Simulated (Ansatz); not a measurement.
Pressure series in hypothetical CsCl type NbP

Start from NbP in the CsCl type structure (space group Pm-3m, No. 221; a = 3.1099 Å; a hypothetical phase, not in the database extracts checked).

Cell and atoms are relaxed at each pressure.

Levels (all Ansatz, a quantum-chemistry and plane-wave program, PAW): PBE (420 eV, no SOC); PBEsol (420 eV, no spin-orbit coupling).

The base cell above is that of PBE; each level relaxes its own structures.

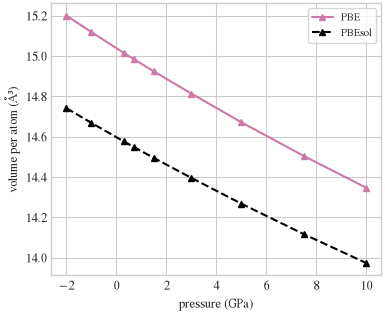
Figure. Volume per atom under two levels

Question: How do the two levels compare along the series?

Answer: PBE lies above PBEsol in every row, by 0.37 Å³ to 0.46 Å³. They put the cases in the same order.

Load acts through the strain it causes; cell and atoms are relaxed under it. Stability against distortions was not tested. No other phases were tried under pressure. All final runs are without spin polarisation.
